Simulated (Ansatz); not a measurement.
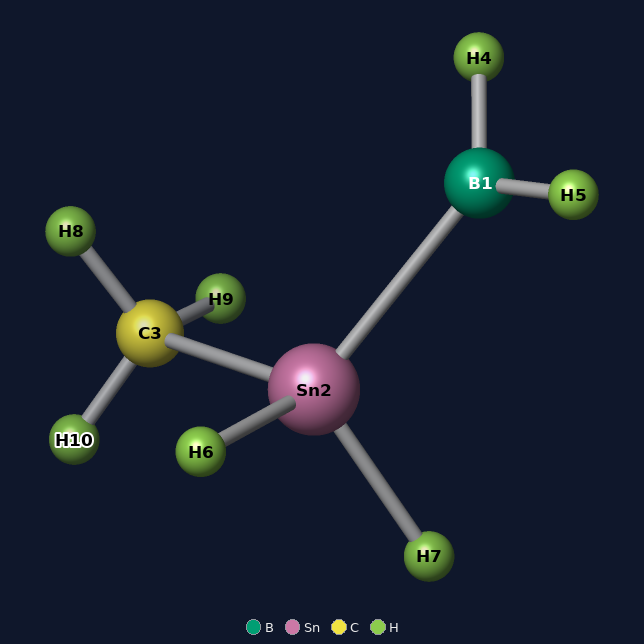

Numbered structure. The geometry was computed by an optimisation with PBE-D4/def2-SVP. No frequency run is at hand to confirm it as a minimum.

Estimate the angles Sn2–B1–H4, Sn2–B1–H5, B1–Sn2–C3, B1–Sn2–H6, B1–Sn2–H7, C3–Sn2–H6, C3–Sn2–H7, Sn2–C3–H8, Sn2–C3–H9, Sn2–C3–H10.

| angle | degrees |
| --- | --- |
| Sn2–B1–H4 | 121.1 |
| Sn2–B1–H5 | 121.0 |
| B1–Sn2–C3 | 113.7 |
| B1–Sn2–H6 | 111.0 |
| B1–Sn2–H7 | 109.4 |
| C3–Sn2–H6 | 108.7 |
| C3–Sn2–H7 | 108.2 |
| Sn2–C3–H8 | 109.9 |
| Sn2–C3–H9 | 109.5 |
| Sn2–C3–H10 | 110.6 |
